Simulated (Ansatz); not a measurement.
**PN (singlet): B97M-V, PBE0 over a scan of the distance N1–P2, 6-31G**

Aim: run PN (singlet) with these functionals over a scan of the distance N1–P2, and hold them against the top wave-function level at the same points.

Computed with Ansatz 0.2.0, Gaussian basis. Level: 6-31G, all electrons in the functionals.

Plan: B97M-V, PBE0, at 1.199 Å; 1.309 Å; 1.479 Å; 1.596 Å; 1.812 Å; 1.998 Å; 2.337 Å; 2.677 Å; 3.303 Å; 3.925 Å; 5.074 Å.

29 further runs of the same task are left out: 5 for a known fault of the program, 20 that didn't finish, 4 set aside as unsound or not needed.

## (1) What is computed

The geometry derives from a PBE0/def2-TZVP stationary point (not a proven minimum). One bond is set to the value named and the two fragments are kept rigid.

2 atoms, charge 0, spin multiplicity 1.

Atoms are counted from 1 here; the program's logs count them from 0.

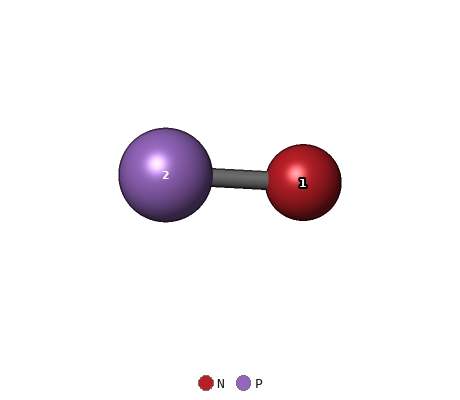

The geometry (nitrogen red, phosphorus purple); atoms are numbered from 1 in the order of the file.

No dispersion term is added; B97M-V holds VV10 nonlocal correlation.

The geometry shown and the zero of energy belong to the point 1.479 Å. The yardstick, FCI, and other wave-function levels (R restricted, U unrestricted, valence and pair active spaces) come from earlier runs.

## (2) B97M-V, 1.199 Å

The input, in.yaml:

```yaml
crystal:
  periodic: [false, false, false]
  atoms:
    - {symbol: N, position_ang: [0.000000, 0.000000, 0.000000]}
    - {symbol: P, position_ang: [0.000000, 0.000000, 1.199000]}
basis:
  gaussian: {orbitals: 6-31G}
hamiltonian: {xc: {name: B97M-V}}
```

Started as:

```bash
ansatz run in.yaml --threads 1 --pin off --events-out ev --progress --plain --max-ram 2393MiB
```

The runs that follow: B97M-V, 1.309 Å; B97M-V, 1.479 Å; B97M-V, 1.596 Å; B97M-V, 1.812 Å; B97M-V, 1.998 Å; B97M-V, 2.337 Å; B97M-V, 2.677 Å; B97M-V, 3.303 Å; B97M-V, 3.925 Å; B97M-V, 5.074 Å; PBE0, 1.199 Å; PBE0, 1.309 Å; PBE0, 1.479 Å; PBE0, 1.596 Å; PBE0, 1.812 Å; PBE0, 1.998 Å; PBE0, 2.337 Å; PBE0, 2.677 Å; PBE0, 3.303 Å; PBE0, 3.925 Å; PBE0, 5.074 Å.

Before running them: what should the planned runs give, taken together? Wanted: span of the FCI curve; largest miss, B97M-V; largest miss, PBE0.

As calculated:

| quantity | value |
| --- | --- |
| span of the FCI curve | 7.424 eV |
| largest miss, B97M-V | +0.830 eV (5.074 Å) |
| largest miss, PBE0 | +0.613 eV (1.812 Å) |

What this shows: Of the functionals, PBE0 keep the smallest largest miss at the points compared (at most 0.613 eV) and B97M-V strays most (0.830 eV, at 5.074 Å). B97M-V, PBE0 clearly break the spin symmetry at some points (⟨S²⟩ up to 3.01 above the pure value), so energy there is bought with a mixed spin. Functionals and the yardstick converge differently with the basis, so part of each miss in 6-31G is the basis.
